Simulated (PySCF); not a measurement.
Dissociation curve of SiN, doublet.

Levels: UKS-wB97X-V = unrestricted wB97X-V/cc-pVDZ (PySCF 2.14.0); ROHF/cc-pVDZ (PySCF); UKS-r2SCAN = unrestricted r2SCAN/cc-pVDZ (PySCF).

Magnitude of the dipole moment (D; its direction can reverse along the curve, and a method can change to another solution) and Mulliken charge of the fragment that holds Si1:

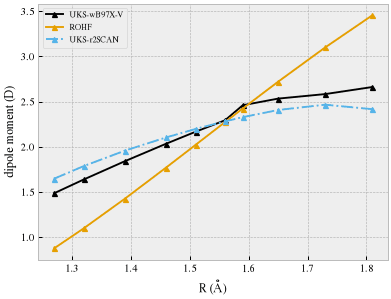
*Dipole moment against bond length.*

| R / Å | μ UKS-wB97X-V | q UKS-wB97X-V | μ ROHF | q ROHF | μ UKS-r2SCAN | q UKS-r2SCAN |
|---|---|---|---|---|---|---|
| 1.27 | 1.49 | 0.27 | 0.88 | 0.38 | 1.65 | 0.30 |
| 1.32 | 1.64 | 0.25 | 1.10 | 0.37 | 1.79 | 0.28 |
| 1.39 | 1.84 | 0.24 | 1.43 | 0.37 | 1.96 | 0.27 |
| 1.46 | 2.03 | 0.25 | 1.77 | 0.39 | 2.10 | 0.27 |
| 1.51 | 2.17 | 0.26 | 2.02 | 0.40 | 2.20 | 0.27 |
| 1.56 | 2.29 | 0.27 | 2.27 | 0.41 | 2.28 | 0.28 |
| 1.59 | 2.46 | 0.28 | 2.42 | 0.42 | 2.33 | 0.28 |
| 1.65 | 2.53 | 0.30 | 2.72 | 0.44 | 2.41 | 0.29 |
| 1.73 | 2.58 | 0.33 | 3.10 | 0.46 | 2.47 | 0.31 |
| 1.81 | 2.66 | 0.34 | 3.46 | 0.48 | 2.42 | 0.33 |

The scan ran from 1.27 to 6.20 Å; beyond the distances shown one of the unrestricted levels run for this scan, shown here or not, changes its spin distribution in one step.
